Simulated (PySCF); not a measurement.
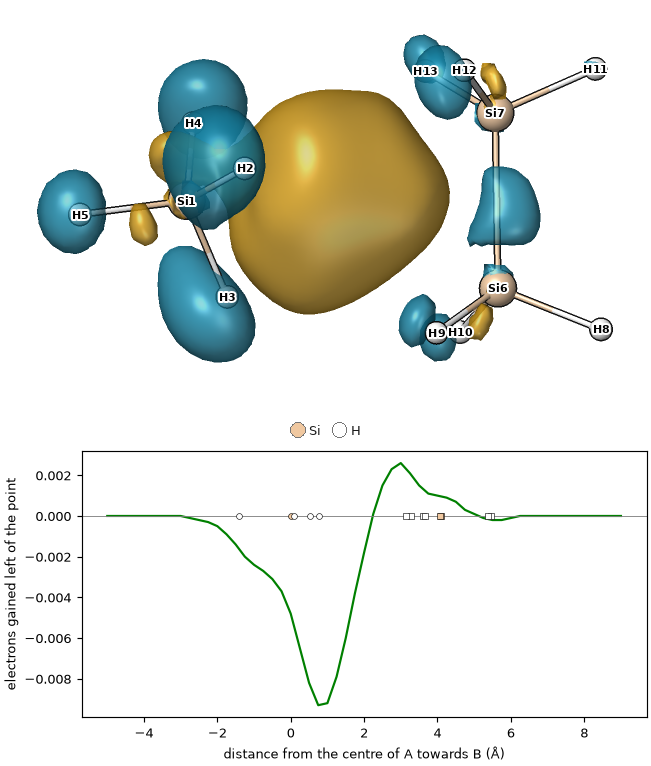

Figure. H10Si3, SMILES `[SiH4].[SiH3][SiH3]`. Density of the complex less the densities of the two fragments at the same geometry, ±0.0005 e/Å³ (yellow: gain, teal: loss). Fragment A: SiH4 (atoms 1–5); fragment B: Si2H6. Below: the charge-displacement curve along the line of centres (A on the left).

Method: r2SCAN/def2-SVPD; geometry: GFN2-xTB; program: PySCF.

Which way does charge flow?

Hirshfeld charges show almost no net transfer (under 0.005 e). 0.02 e is displaced in all, which induces a dipole of 0.07 D.

What is the interaction energy, and which contacts carry it?

The counterpoise-corrected interaction energy of the frozen fragments is −0.7 kcal/mol without dispersion correction and −1.4 kcal/mol with D3(BJ). The pair geometry is semi-empirical, not a minimum at this level. Contacts: H2···Si7, 3.57 Å, ρ = 0.003 a.u.; H3···H9, H···H contact, 3.21 Å, ρ = 0.003 a.u. The pose is a local one from a semi-empirical search, not shown to be the most stable.

Cost of the run: 2 min on 1 thread of Arm Neoverse V1 (shared host), peak memory 0.64 GiB.
